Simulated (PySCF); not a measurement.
# USVWN5/STO-3G run of N2H3 (hydrazinyl radical)

Aim: the vertical ionisation energy of N2H3 (hydrazinyl radical) at USVWN5/STO-3G, from 2 runs. 

The results are computed with PySCF 2.14.0.

8 further runs of the same task are left out: 8 set aside as unsound or not needed.

## (1) The structure to begin with

N2H3 has 5 atoms, charge 0, and is taken as a doublet. SMILES: `[NH]N`. The shape is that of a GFN2-xTB optimisation. This is one conformer, not always the lowest.

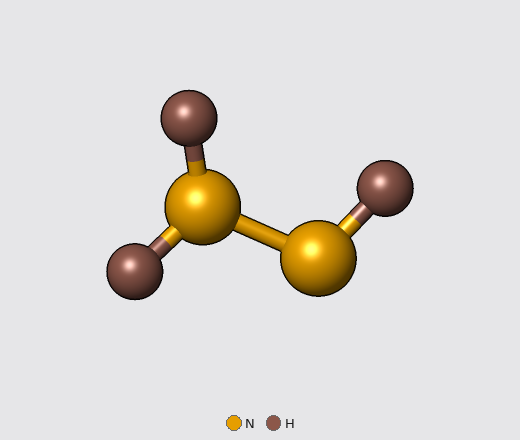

The structure, seen from a chosen angle (nitrogen amber, hydrogen brown).

## (2) The energy at USVWN5/STO-3G

File input.py:

```python
from pyscf import gto, dft

system = gto.M(
    atom='''
N     -0.174970    -0.805480     0.447260
N     -0.126270     0.251970    -0.365880
H      0.751750    -0.989150     0.831090
H     -1.043070     0.577800    -0.638700
H      0.592550     0.964850    -0.273770
''',
    spin=1,
    basis='sto-3g',
    max_memory=1860,
    verbose=3,
)

mf = dft.UKS(system, xc='svwn')
mf.grids.level = 5
mf.conv_tol = 1e-10
mf.kernel()
if not mf.converged:
    mf = mf.newton().run(mf.mo_coeff, mf.mo_occ)

etot = mf.e_tot
print(f'total energy: {etot:.8f} hartree')
```

Started as:

```
$ OMP_NUM_THREADS=1 python input.py
```

Output:

```text
converged SCF energy = -108.809425349772  <S^2> = 0.75079769  2S+1 = 2.0007975
total energy: -108.80942535 hartree
```

Run time: 1.7 s. Hardware: 1 thread of Arm Neoverse V2, shared host; peak memory 0.14 GiB.

## (3) The singlet cation at the same level

File start.xyz:

```xyz
5

N     -0.174970    -0.805480     0.447260
N     -0.126270     0.251970    -0.365880
H      0.751750    -0.989150     0.831090
H     -1.043070     0.577800    -0.638700
H      0.592550     0.964850    -0.273770
```

File calc.py:

```python
from pyscf import gto, dft

mol = gto.M(
    atom='start.xyz',
    charge=1,
    max_memory=1860,
    verbose=4,
    basis='sto-3g',
)

calc0 = dft.RKS(mol, xc='svwn')
calc0.grids.level = 5
calc0.conv_tol = 1e-10
calc0.kernel()
if not calc0.converged:
    calc0 = calc0.newton().run(calc0.mo_coeff, calc0.mo_occ)

e_tot = calc0.e_tot
print('Final energy', e_tot)
```

Started as:

```
$ OMP_NUM_THREADS=1 python calc.py
```

Output:

```text
PySCF version 2.14.0

[... 73 lines left out ...]
converged SCF energy = -108.591272268892
Final energy -108.59127226889211
```

Wall time 1.3 s (1 thread of Arm Neoverse V2, shared host); peak memory 0.13 GiB.

## (4) Results

Level: USVWN5/STO-3G.

```
                                          quantity          value
                        doublet N2H3: total energy  -108.80943 Eh
                       doublet N2H3: dipole moment         2.52 D
  doublet N2H3: HOMO energy (highest over α and β)       -0.02 eV
   doublet N2H3: LUMO energy (lowest over α and β)        1.69 eV
                                doublet N2H3: ⟨S²⟩          0.751
                      singlet cation: total energy  -108.59127 Eh
                       singlet cation: HOMO energy      -14.13 eV
                       singlet cation: LUMO energy      -11.79 eV
                     singlet cation: HOMO–LUMO gap        2.34 eV
vertical ionisation energy (to the singlet cation)       5.936 eV
```

What this shows: The vertical ionisation energy comes to 5.94 eV (137 kcal/mol). Only the singlet of the ionised species was computed; a triplet could lie lower. In a minimal basis such a difference can be off by several eV, whatever the method. Mulliken charges (doublet N2H3) run from -0.32 on N2 to +0.23 on H4. Mulliken charges (singlet cation) run from -0.14 on N2 to +0.39 on H4; they depend strongly on the basis.
